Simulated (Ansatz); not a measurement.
# BNH4 (BH2(NH2)): levels of theory compared

Aim: a comparison of 6 runs (UHF/STO-3G, HSE06/STO-3G, PBE/STO-3G, PBE0/STO-3G, r2SCAN0/STO-3G, CCSDTQ/STO-3G) of BNH4 (BH2(NH2)). 

The calculation is run with Ansatz 0.2.0.

55 further runs of the same task are left out: 55 set aside as unsound or not needed.

### Step 1. The molecule

BNH4 has 6 atoms, charge 0, and is taken as a singlet. SMILES: `[H]B([H])N`. The H2–B1 distance was set to 1.464 Å, away from the relaxed value.

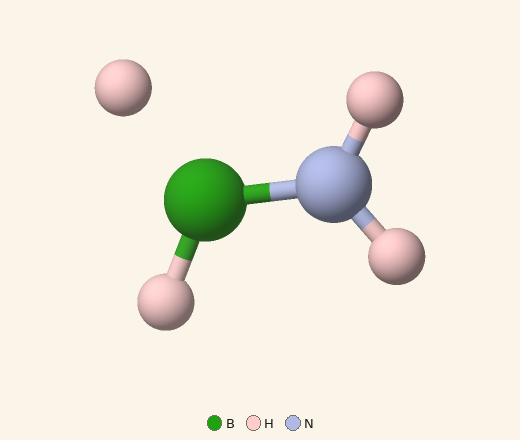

Viewed from a chosen angle; boron green, hydrogen pink, nitrogen light blue.

### Step 2. The energy at UHF/STO-3G (run 1)

input.yaml

```yaml
crystal:
  periodic: [false, false, false]
  atoms:
    - symbol: B
      position_ang: [0.094884, 0.575360, -0.152314]
    - symbol: H
      position_ang: [1.330110, 0.674300, 0.627440]
    - symbol: H
      position_ang: [-0.325666, 1.477030, -0.770074]
    - symbol: "N"
      position_ang: [-0.592456, -0.618510, -0.159834]
    - symbol: H
      position_ang: [-1.446366, -0.770370, -0.671024]
    - symbol: H
      position_ang: [-0.295846, -1.436750, 0.345996]
basis:
  gaussian:
    orbitals: STO-3G
magnetization:
  spin_polarized: true
  initial_magnetization: 0
hamiltonian:
  xc: hf
accuracy: high
```

Launch:

```sh
$ ansatz run input.yaml --threads 1 --pin off --max-ram 2610MiB --events-out events.jsonl --progress --plain --runs-dir runs
```

Log:

```text
Warning: RAYON_NUM_THREADS=1 ignored (pool sized by the plan → 1); use --threads N
Functional definition: HF
  name "HF"
  exchange = exact_x
  correlation = 0
230 factors; integrals over basis functions are off by at most 9.7e-9 eV
mean field evaluation 1: about -2187.7135 eV, gradient 8.9e0 eV
mean field evaluation 2: about -2187.7505 eV, gradient 8.9e0 eV
mean field evaluation 4: about -2188.4410 eV, gradient 8.2e-1 eV
mean field evaluation 8: about -2188.4453 eV, gradient 7.1e-7 eV
mean field -2188.44530302 eV, -80.4238815046 hartree, gradient 6.1e-8 eV, S^2 0.000000; 0 other end points of the search recorded, 0 dependent functions left out
reference -2188.44530302 eV, -80.4238815046 hartree; 8, 8 occupied and 6, 6 virtual orbitals, 230 factors
Total energy: -2188.44530302 eV, -80.4238815046 hartree
```

Run time: 0.08 s. Hardware: 1 thread of Arm Neoverse V1, shared host.

### Step 3. The energy at HSE06/STO-3G (run 2)

in.yaml

```yaml
crystal:
  periodic: [false, false, false]
  atoms:
    - {symbol: B, position_ang: [0.094884, 0.575360, -0.152314]}
    - {symbol: H, position_ang: [1.330110, 0.674300, 0.627440]}
    - {symbol: H, position_ang: [-0.325666, 1.477030, -0.770074]}
    - {symbol: "N", position_ang: [-0.592456, -0.618510, -0.159834]}
    - {symbol: H, position_ang: [-1.446366, -0.770370, -0.671024]}
    - {symbol: H, position_ang: [-0.295846, -1.436750, 0.345996]}
basis:
  gaussian: {orbitals: STO-3G}
hamiltonian: {xc: hse06}
accuracy: high
```

Launch:

```sh
$ ansatz run in.yaml --threads 1 --pin off --max-ram 2610MiB --events-out events.jsonl --progress --plain --runs-dir runs
```

Log:

```text
Warning: RAYON_NUM_THREADS=1 ignored (pool sized by the plan → 1); use --threads N
Functional definition: HSE06
  name "HSE06"
  parameter a = 0.25
  parameter omega = 0.11/bohr
  exchange = pbe_x - a*pbe_x_sr(omega) + a*exact_x_sr(omega)
  correlation = pbe_c
230 factors; integrals over basis functions are off by at most 9.7e-9 eV
57 factors; integrals over basis functions are off by at most 3.9e-10 eV
mean field evaluation 1: about -2199.9090 eV, gradient 9.3e0 eV
mean field evaluation 2: about -2199.9525 eV, gradient 9.5e0 eV
mean field evaluation 4: about -2200.2036 eV, gradient 1.2e-1 eV
mean field evaluation 8: about -2200.1549 eV, gradient 7.3e-3 eV
mean field evaluation 16: about -2200.1549 eV, gradient 3.6e-9 eV
mean field -2200.15488917 eV, -80.8542008584 hartree, gradient 5.5e-9 eV, S^2 0.000000; 0 other end points of the search recorded, 0 dependent functions left out
reference -2200.15489107 eV, -80.8542009285 hartree; 8, 8 occupied and 6, 6 virtual orbitals, 230 factors
Total energy: -2200.15489107 eV, -80.8542009285 hartree
```

Run time: 1 s. Hardware: 1 thread of Arm Neoverse V1, shared host.

Run 3 isn't shown in full; the table further down has it.

### Step 4. The energy at PBE0/STO-3G (run 4)

job.yaml

```yaml
crystal:
  periodic: [false, false, false]
  atoms:
    - {symbol: B, position_ang: [0.094884, 0.575360, -0.152314]}
    - {symbol: H, position_ang: [1.330110, 0.674300, 0.627440]}
    - {symbol: H, position_ang: [-0.325666, 1.477030, -0.770074]}
    - {symbol: "N", position_ang: [-0.592456, -0.618510, -0.159834]}
    - {symbol: H, position_ang: [-1.446366, -0.770370, -0.671024]}
    - {symbol: H, position_ang: [-0.295846, -1.436750, 0.345996]}
basis:
  gaussian: {orbitals: STO-3G}
hamiltonian: {xc: pbe0}
accuracy: high
```

Launch:

```sh
$ ansatz run job.yaml --threads 1 --pin off --max-ram 2610MiB --events-out events.jsonl --progress --plain --runs-dir runs
```

Log:

```text
Warning: RAYON_NUM_THREADS=1 ignored (pool sized by the plan → 1); use --threads N
Functional definition: PBE0
  name "PBE0"
[... 1 set-up line as earlier in the session ...]
  parameter kappa = 0.804
  parameter beta = 0.06672455060314922
  exchange = (1 - a)*pbe_x(kappa = kappa, mu = beta*pi^2/3) + a*exact_x
  correlation = pbe_c(beta = beta)
230 factors; integrals over basis functions are off by at most 9.7e-9 eV
mean field evaluation 1: about -2200.0276 eV, gradient 9.6e0 eV
mean field evaluation 2: about -2200.1043 eV, gradient 9.4e0 eV
mean field evaluation 4: about -2200.3481 eV, gradient 1.4e-1 eV
mean field evaluation 8: about -2200.2982 eV, gradient 2.2e-4 eV
mean field -2200.29823443 eV, -80.8594686997 hartree, gradient 3.8e-8 eV, S^2 0.000000; 0 other end points of the search recorded, 0 dependent functions left out
reference -2200.29823586 eV, -80.8594687522 hartree; 8, 8 occupied and 6, 6 virtual orbitals, 230 factors
Total energy: -2200.29823586 eV, -80.8594687522 hartree
```

It took 0.8 s on 1 thread of Arm Neoverse V1, shared host.

Run 5 isn't shown in full; the table further down has it.

### Step 5. A single-point energy at CCSDTQ/STO-3G (run 6)

in.yaml

```yaml
crystal:
  periodic: [false, false, false]
  atoms:
    - symbol: B
      position_ang: [0.094884, 0.575360, -0.152314]
    - symbol: H
      position_ang: [1.330110, 0.674300, 0.627440]
    - symbol: H
      position_ang: [-0.325666, 1.477030, -0.770074]
    - symbol: "N"
      position_ang: [-0.592456, -0.618510, -0.159834]
    - symbol: H
      position_ang: [-1.446366, -0.770370, -0.671024]
    - symbol: H
      position_ang: [-0.295846, -1.436750, 0.345996]
basis:
  gaussian:
    orbitals: STO-3G
accuracy: high
correlation:
  method: ccsdtq
  frozen_orbitals: {B: 1, H: 0, "N": 1}
scf:
  omitted_lower_state_checks: [cluster_reference, increment]
```

Launch:

```sh
$ ansatz run in.yaml --threads 1 --pin off --max-ram 2610MiB --events-out events.jsonl --progress --plain --runs-dir runs
```

Log, cut to the lines that bear on the results:

```text
Warning: RAYON_NUM_THREADS=1 ignored (pool sized by the plan → 1); use --threads N
[... 2 set-up lines as earlier in the session ...]
[...]
230 factors; integrals over basis functions are off by at most 9.7e-9 eV
[...]
mean field -2188.44530302 eV, -80.4238815046 hartree, gradient 7.6e-8 eV, S^2 0.000000; 0 other end points of the search recorded, 0 dependent functions left out
2 core orbitals not correlated: weight in the atoms' cores, before any rotation towards them, 1.000 or more for the frozen orbitals, at most 0.000 for the correlated occupied ones
reference -2188.44530302 eV, -80.4238815046 hartree; 6, 6 occupied and 6, 6 virtual orbitals, 230 factors
second order -2.62040669 eV of doubles, -0.00000000 eV of singles
cycle   1  -3.12791240 eV  change   -5.1e-1 eV  update   8.1e-2
[...]
cycle  21  -3.56765256 eV  change   3.4e-10 eV  update  2.9e-10
Total energy: -2192.01295559 eV, -80.5549903182 hartree
Checks for a lower state left out: cluster_reference, increment
```

Wall time 2.5 s (1 thread of Arm Neoverse V1, shared host); peak memory 0.091 GiB.

### Step 6. All runs side by side

```csv
run,level,frozen core orbitals,energy (Eh),wall time
1,UHF/STO-3G,–,-80.423882,0.08 s
2,HSE06/STO-3G,–,-80.854201,1 s
3,PBE/STO-3G,–,-80.838544,0.82 s
4,PBE0/STO-3G,–,-80.859469,0.8 s
5,r2SCAN0/STO-3G,–,-80.905593,1.8 s
6,CCSDTQ/STO-3G,2,-80.554990,2.5 s
```

### Step 7. Outcome

| quantity | value |
| --- | --- |
| run 6: total energy | -80.55499 Eh |
| run 6: correlation energy (2 core orbitals frozen) | -131.1 mEh |
| run 6: T1 diagnostic | 0.019 |

What this shows: Totals of different functionals can't be ranked against each other. In runs 1, 2, 3, 4, 5, 6 the basis is minimal, so the values are rough. All runs together took 7 s, the longest 2.5 s.
